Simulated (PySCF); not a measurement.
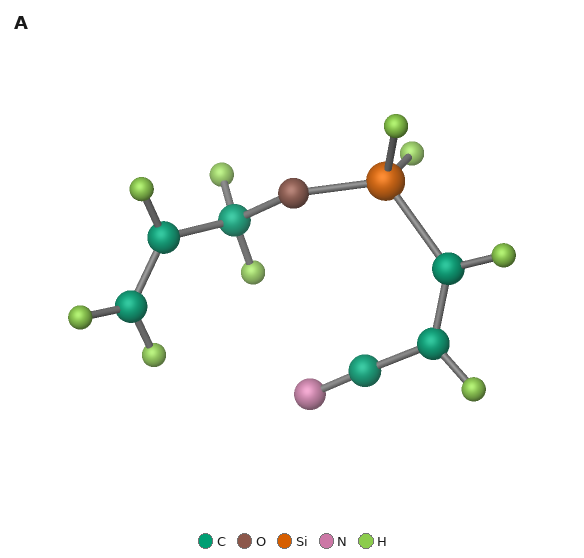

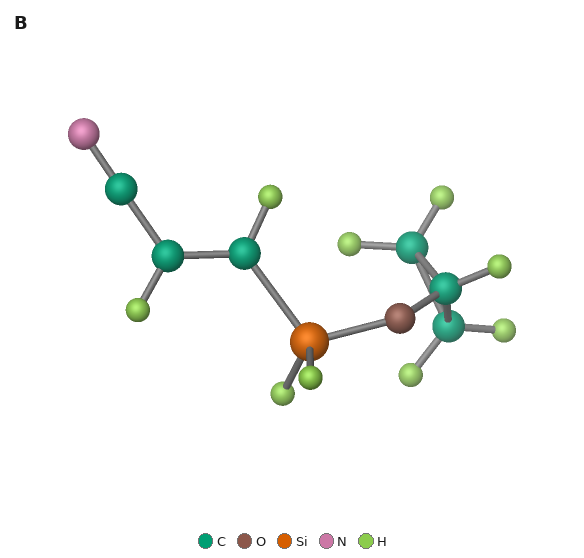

2 stationary structures of one formula. Geometries: GFN2-xTB. Electronic energies: PBE0/pcSseg-1 (PySCF 2.14.0), without zero-point energy. No frequency run is at hand to confirm each as a minimum. Each is one conformer, not always the lowest.

Question: How are they related?

Answer: They are constitutional isomers of C6H9NOSi: A `C=CCO[SiH2]/C=C\C#N`, B `N#C/C=C/[SiH2]OC1CC1`.

Question: Rank them by energy, lowest first.

Answer: A is lowest; B lies 2.4 kcal/mol above it.

The geometry is semi-empirical. Around Si such bond lengths and angles can be off by a tenth of an ångström or more and by several degrees, and values that hang on the shape move with them.
